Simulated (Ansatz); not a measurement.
# GeH− (singlet): trial inputs and their diagnosis at distance Ge1–H2 = 1.812 Å

3 inputs are run for GeH− (singlet) as typed; the log has to tell whether the result can be used and what must change.

The runs use Ansatz 0.2.0, Gaussian basis; the settings change from run to run.

21 further runs of the same task are left out: 4 for a known fault of the program, 14 that didn't finish, 3 set aside as unsound or not needed.

## (1) The geometry

The geometry derives from a PBE0/def2-TZVPD stationary point (not a proven minimum). One bond is set to the value named and the two fragments are kept rigid. No spin-orbit coupling is included. The filled d shell of Ge may be among the frozen orbitals whatever the setting's name suggests; the logs give the count.

2 atoms, charge -1, spin multiplicity 1.

Atoms are counted from 1 here; the program's logs count them from 0.

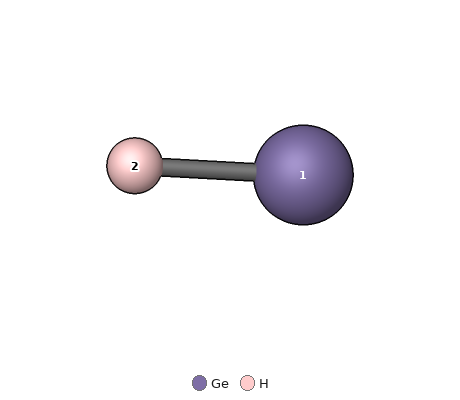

The structure; germanium purple, hydrogen pink; atoms are numbered from 1 in the order of the file.

## (2) Try 1

The input, in.yaml:

```yaml
crystal:
  periodic: [false, false, false]
  atoms:
    - {symbol: Ge, position_ang: [0.000000, 0.000000, 0.000000]}
    - {symbol: H, position_ang: [0.000000, 0.000000, 1.812000]}
basis:
  gaussian: {orbitals: 6-31G}
total_charge: -1
correlation: {method: sc_nevpt2, electrons: outside_noble_gas, active_space: {window: {electrons: 2, orbitals: 2}}}
scf: {lower_state_search: light}
symmetry: c1
```

Run with:

```sh
ansatz run in.yaml --threads 1 --pin off --events-out ev --progress --plain --max-ram 2393MiB
```

What it wrote:

```text
Error: YAML parse error: error: line 11 column 1: unknown field `symmetry`, expected one of crystal, accuracy, basis, kpoints, hamiltonian, magnetization, projection, total_charge, correlation, batch, efield, external_charges, scf, relax, neb, saddle, md, ramp, phonons, dielectric, real_time, elastic, magnetic_configurations, gw, evaluate, workflow, output, checkpoint, execution
  --> <input>:11:1
   |
 9 | correlation: {method: sc_nevpt2, electrons: outside_noble_gas, ac…
10 | scf: {lower_state_search: light}
11 | symmetry: c1
   | ^ unknown field `symmetry`, expected one of crystal, accuracy, basis, kpoints, hamiltonian, magnetization, projection, total_charge, correlation, batch, efield, external_charges, scf, relax, neb, saddle, md, ramp, phonons, dielectric, real_time, elastic, magnetic_configurations, gw, evaluate, workflow, output, checkpoint, execution
```

It took 0.03 s on 1 thread of Arm Neoverse N1, shared host.

Diagnosis: The run was refused. The input holds a key that the program doesn't read here. Cure: remove it or spell it as the reference does.

## (3) Try 2

The input, in.yaml:

```yaml
crystal:
  periodic: [false, false, false]
  atoms:
    - {symbol: Ge, position_ang: [0.000000, 0.000000, 0.000000]}
    - {symbol: H, position_ang: [0.000000, 0.000000, 1.812000]}
basis:
  gaussian: {orbitals: "6-31G*"}
total_charge: -1
correlation: {method: fic_mrcisd_q, electrons: outside_noble_gas, active_space: {window: {electrons: 40, orbitals: 30}}}
```

Same command.

What it wrote:

```text
Functional definition: HF
  name "HF"
  cite "Fock, Z. Phys. 61, 126 (1930) doi:10.1007/BF01340294"
  parent pbe
  exchange = exact_x
  correlation = 0
342 factors; integrals over basis functions are off by at most 6.5e-4 eV
mean field evaluation 1: about -56478.5970 eV, gradient 1.1e1 eV
mean field evaluation 2: about -56478.6161 eV, gradient 1.1e1 eV
mean field evaluation 4: about -56479.0346 eV, gradient 1.1e0 eV
mean field evaluation 8: about -56479.0440 eV, gradient 2.9e-5 eV
mean field evaluation 16: about -56479.0440 eV, gradient 2.7e-4 eV
mean field -56479.04402787 eV, -2075.5665851532 hartree, gradient 3.7e-6 eV, S^2 0.000000; 3 other end points of the search recorded, 0 dependent functions left out; unrestricted orbitals would lower it
reference -56479.04402787 eV, -2075.5665851532 hartree; 17, 17 occupied and 20, 20 virtual orbitals, 342 factors
Error: 40 electrons in 30 orbitals form no window around the highest filled level of the reference
```

Run time: 0.54 s. Hardware: 1 thread of Arm Neoverse N1, shared host.

Diagnosis: The run stopped with an error. The active window can't be built from these electrons and orbitals. Cure: choose counts that fit the spin, the electrons and the basis.

## (4) Try 3

The input, in.yaml:

```yaml
crystal:
  periodic: [false, false, false]
  atoms:
    - {symbol: Ge, position_ang: [0.000000, 0.000000, 1.812000]}
    - {symbol: H, position_ang: [0.000000, 0.000000, 1.812000]}
basis:
  gaussian: {orbitals: STO-3G}
total_charge: -1
correlation: {active_space: {ras: {orbitals: [17, 0, 2], electrons: 34, max_holes: 2, max_particles: 2}, fixed_orbitals: true}}
```

Launched as before.

What it wrote:

```text
Error: two nuclei lie on one point
```

It took 0.03 s on 1 thread of Arm Neoverse N1, shared host.

Diagnosis: The run was refused. One atom lies on top of another. The shortest distance is 0.00 Å, against 1.81 Å in the geometry of step 1. To mend it, restore its position.

## (5) How the runs ended

| try | level | ended | cause | time |
| --- | --- | --- | --- | --- |
| 1 | NEVPT2(2,2)/6-31G | refused | the input holds a key that the program doesn't read here | 0.03 s |
| 2 | MRCISD+Q(40,30)/6-31G* | stopped by an error | the active window can't be built from these electrons and orbitals | 0.54 s |
| 3 | CISD/STO-3G | refused | one atom lies on top of another | 0.03 s |

2 refused, 1 stopped by an error.
